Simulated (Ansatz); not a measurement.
# HF/3-21G run of CH4BFSe (SMILES CB(F)[SeH])

What is the vertical singlet–triplet gap of CH4BFSe at HF/3-21G? 

Program for the calculation: Ansatz 0.2.0.

96 further runs of the same task are left out: 96 set aside as unsound or not needed. Runs told in other sessions of the task aren't counted.

## Step 1: The molecule

The species is CH4BFSe (8 atoms), meant as a singlet with charge 0. As SMILES, `CB(F)[SeH]`. Geometry: relaxed at PBE0-D4/def2-TZVP. This is one conformer, not always the lowest.

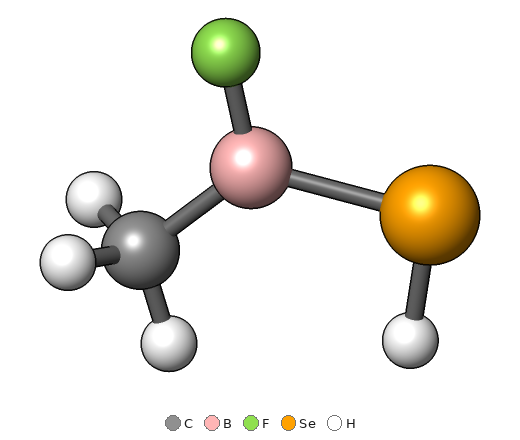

Viewed from a chosen angle; carbon grey, boron pink, fluorine green, selenium orange, hydrogen white.

## Step 2: A single-point energy at HF/3-21G

Contents of input.yaml:

```yaml
crystal:
  periodic: [false, false, false]
  atoms:
    - {symbol: C, position_ang: [0.031600, 0.924800, -0.033200]}
    - {symbol: B, position_ang: [0.433300, -0.535500, -0.395600]}
    - {symbol: F, position_ang: [1.392300, -0.742200, -1.294100]}
    - {symbol: Se, position_ang: [-0.342700, -2.163400, 0.345700]}
    - {symbol: H, position_ang: [-0.308800, 1.440600, -0.937900]}
    - {symbol: H, position_ang: [-0.746600, 1.005800, 0.724100]}
    - {symbol: H, position_ang: [0.915800, 1.469900, 0.314200]}
    - {symbol: H, position_ang: [-1.283000, -1.457200, 1.221200]}
basis:
  gaussian:
    orbitals: 3-21G-spherical.json
hamiltonian:
  xc: hf
accuracy: high
output:
  orbitals: {seedname: orbitals}
```

The basis set 3-21G is read from a file made from the Basis Set Exchange's data (not shown).

Started as:

```console
$ ansatz run input.yaml --threads 1 --pin off --max-ram 2610MiB --events-out events.jsonl --progress --plain --runs-dir runs
```

Output:

```text
Warning: RAYON_NUM_THREADS=1 ignored (pool sized by the plan → 1); use --threads N
Functional definition: HF
  name "HF"
  exchange = exact_x
  correlation = 0
1131 factors; integrals over basis functions are off by at most 9.9e-9 eV
mean field evaluation 1: about -69441.2760 eV, gradient 2.6e1 eV
mean field evaluation 2: about -69441.5039 eV, gradient 2.7e1 eV
mean field evaluation 4: about -69443.3426 eV, gradient 2.5e0 eV
mean field evaluation 8: about -69443.3651 eV, gradient 1.4e-1 eV
mean field evaluation 16: about -69443.3653 eV, gradient 1.7e-8 eV
mean field -69443.36525036 eV, -2551.9966025473 hartree, gradient 1.7e-8 eV, S^2 0.000000; 0 other end points of the search recorded, 0 dependent functions left out
reference -69443.36525036 eV, -2551.9966025473 hartree; 29, 29 occupied and 28, 28 virtual orbitals, 1131 factors
Total energy: -69443.36525036 eV, -2551.9966025473 hartree
```

Wall time 0.74 s (1 thread of Arm Neoverse V2, shared host); peak memory 0.13 GiB.

## Step 3: The triplet

Contents of run.yaml:

```yaml
crystal:
  periodic: [false, false, false]
  atoms:
    - {symbol: C, position_ang: [0.031600, 0.924800, -0.033200]}
    - {symbol: B, position_ang: [0.433300, -0.535500, -0.395600]}
    - {symbol: F, position_ang: [1.392300, -0.742200, -1.294100]}
    - {symbol: Se, position_ang: [-0.342700, -2.163400, 0.345700]}
    - {symbol: H, position_ang: [-0.308800, 1.440600, -0.937900]}
    - {symbol: H, position_ang: [-0.746600, 1.005800, 0.724100]}
    - {symbol: H, position_ang: [0.915800, 1.469900, 0.314200]}
    - {symbol: H, position_ang: [-1.283000, -1.457200, 1.221200]}
basis:
  gaussian: {orbitals: 3-21G-spherical.json}
total_charge: 0
magnetization: {spin_polarized: true, initial_magnetization: 2}
hamiltonian: {xc: hf}
accuracy: high
output: {orbitals: {seedname: orbitals}}
```

The basis set 3-21G is read from a file made from the Basis Set Exchange's data (not shown).

Started as:

```console
$ ansatz run run.yaml --threads 1 --pin off --max-ram 2610MiB --events-out events.jsonl --progress --plain --runs-dir runs
```

Output:

```text
Warning: RAYON_NUM_THREADS=1 ignored (pool sized by the plan → 1); use --threads N
Functional definition: HF
  name "HF"
  exchange = exact_x
  correlation = 0
1131 factors; integrals over basis functions are off by at most 9.9e-9 eV
mean field evaluation 1: about -69435.0299 eV, gradient 2.2e1 eV
mean field evaluation 2: about -69435.0382 eV, gradient 2.2e1 eV
mean field evaluation 4: about -69437.7457 eV, gradient 2.2e0 eV
mean field evaluation 8: about -69437.7978 eV, gradient 1.6e-1 eV
mean field evaluation 16: about -69435.2435 eV, gradient 9.2e0 eV
mean field evaluation 32: about -69434.8919 eV, gradient 1.3e1 eV
mean field evaluation 64: about -69436.1310 eV, gradient 1.1e0 eV
mean field evaluation 96: about -69437.6724 eV, gradient 5.1e-4 eV
mean field -69437.79837623 eV, -2551.7920236963 hartree, gradient 3.1e-8 eV, S^2 2.017053; 1 other end points of the search recorded, 0 dependent functions left out
reference -69437.79837623 eV, -2551.7920236963 hartree; 30, 28 occupied and 27, 29 virtual orbitals, 1131 factors
Total energy: -69437.79837623 eV, -2551.7920236963 hartree
```

Run time: 3.6 s. Hardware: 1 thread of Arm Neoverse V2, shared host; peak memory 0.17 GiB.

## Step 4: Results

Level: HF/3-21G.

| quantity | value |
| --- | --- |
| singlet: total energy | -2551.99660 Eh |
| singlet: HOMO energy | -9.95 eV |
| singlet: LUMO energy | 3.72 eV |
| singlet: HOMO–LUMO gap | 13.67 eV |
| triplet: total energy | -2551.79202 Eh |
| triplet: HOMO energy (highest over α and β) | -4.47 eV |
| triplet: LUMO energy (lowest over α and β) | -1.96 eV |
| triplet: ⟨S²⟩ | 2.017 |
| vertical energy of the triplet above the singlet | 5.567 eV |

**Reading.** At this shape the triplet lies 5.57 eV (537 kJ/mol) above the singlet.
